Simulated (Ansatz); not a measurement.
**C3H8ClInO: up Jacob's ladder to CCSD(T)**

How much do the methods differ for C3H8ClInO? The plan is to run it at one geometry with functionals of several rungs and with coupled cluster. The yardstick is the atomisation energy at the CCSD(T) limit.

Computed with Ansatz 0.2.0, Gaussian basis. Level: functionals in def2-TZVPP, the program's frozen cores in correlated methods.

Levels to be run: PBE-D4, r2SCAN-D4, PBE0-D4, B3LYP-D4, ωB97X-V, ωB97M-V, B2PLYP; CCSD(T)/def2-TZVPP; MP2/def2-QZVPP; extrapolation to the limit.

### Step 1. The relaxed structure

The geometry comes from an earlier relaxation with PBE0-D4 in a triple-zeta def2 set; it is a stationary point, not always the lowest conformer. In takes the def2 core potential; no spin-orbit term is included.

14 atoms, charge 0, spin multiplicity 1.

Atoms are counted from 1 here; the program's logs count them from 0.

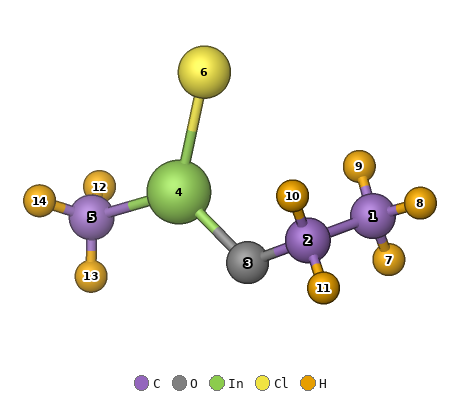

The geometry (carbon purple, oxygen grey, indium green, chlorine yellow, hydrogen amber); atoms are numbered from 1 in the order of the file.

Coordinates:

```xyz
14
C3H8ClInO
C    -1.6892    1.5618    0.6338
C    -0.2175    1.5234    0.9847
O     0.5507    0.8954   -0.0152
In    0.6819   -1.0643   -0.1932
C     1.6676   -2.1344   -1.7372
Cl   -0.3734   -2.1054    1.6241
H    -1.8383    2.0403   -0.3369
H    -2.2547    2.1195    1.3856
H    -2.1028    0.5492    0.5914
H    -0.0879    1.0358    1.9606
H     0.1653    2.5468    1.0856
H     0.9543   -2.8069   -2.2129
H     2.0704   -1.4381   -2.4706
H     2.4737   -2.7231   -1.2999
```

### Step 2. PBE-D4 (GGA)

The input, in.yaml:

```yaml
crystal:
  periodic: [false, false, false]
  atoms:
    - {symbol: C, position_ang: [-1.689230, 1.561779, 0.633839]}
    - {symbol: C, position_ang: [-0.217516, 1.523369, 0.984661]}
    - {symbol: O, position_ang: [0.550729, 0.895398, -0.015181]}
    - {symbol: In, position_ang: [0.681861, -1.064319, -0.193202]}
    - {symbol: C, position_ang: [1.667600, -2.134409, -1.737176]}
    - {symbol: Cl, position_ang: [-0.373445, -2.105405, 1.624098]}
    - {symbol: H, position_ang: [-1.838314, 2.040280, -0.336869]}
    - {symbol: H, position_ang: [-2.254699, 2.119468, 1.385628]}
    - {symbol: H, position_ang: [-2.102804, 0.549203, 0.591362]}
    - {symbol: H, position_ang: [-0.087874, 1.035826, 1.960644]}
    - {symbol: H, position_ang: [0.165343, 2.546842, 1.085592]}
    - {symbol: H, position_ang: [0.954304, -2.806877, -2.212865]}
    - {symbol: H, position_ang: [2.070361, -1.438064, -2.470632]}
    - {symbol: H, position_ang: [2.473675, -2.723091, -1.299890]}
basis:
  gaussian: {orbitals: def2-TZVPP}
hamiltonian: {xc: pbe, dispersion: d4}
output: {forces: true, orbitals: {seedname: orbitals}}
```

On the command line:

```bash
$ ansatz run in.yaml --threads 2 --pin off --events-out ev --progress --plain --max-ram 22528MiB --backend cuda --devices 0, --max-vram 18GiB
```

Further steps of the session: r2SCAN-D4 (meta-GGA); PBE0-D4 (hybrid); B3LYP-D4 (hybrid); ωB97X-V (range-separated); ωB97M-V (range-separated); B2PLYP (double hybrid); CCSD(T) in def2-TZVPP; MP2 in def2-QZVPP.

Before running them: what should the planned runs give, taken together? Wanted: atomisation energy, CCSD(T)/CBS; farthest; mean size of error, hybrid; mean size of error, range-separated; gap, smallest and largest; T1 diagnostic; triples share of the correlation energy.

As calculated:

```
                                quantity                                           value
         atomisation energy, CCSD(T)/CBS                                 1210.9 kcal/mol
functionals within 12.1 kcal/mol (1.0 %)  r2SCAN-D4, PBE0-D4, B3LYP-D4, ωB97X-V, ωB97M-V
                                farthest                         B2PLYP (-20.0 kcal/mol)
              mean size of error, hybrid                                    6.7 kcal/mol
     mean size of error, range-separated                                    1.2 kcal/mol
               gap, smallest and largest            4.06 eV (PBE-D4), 10.76 eV (ωB97X-V)
                           T1 diagnostic                                          0.0141
 triples share of the correlation energy                                           3.7 %
```

What this shows: PBE-D4 misses by +15.6 kcal/mol. Double hybrids carry the basis error of their MP2 part in triple zeta, and no dispersion term here, so their miss is partly the set-up's. Misses under about 12.1 kcal/mol are within the doubt on the reference itself, which lacks core-valence correlation, spin-orbit coupling and higher excitations, and its outer-core shells are covered unevenly. All levels share the lack of spin-orbit coupling, which lowers the free heavy atoms and so the true binding. Hartree-Fock recovers 73 % of the binding; the rest is correlation. The gap grows from 4.1 to 10.8 eV across the functionals, mostly with the share of exact exchange. Correlated methods include outer-core shells of In, which these sets cover unevenly.
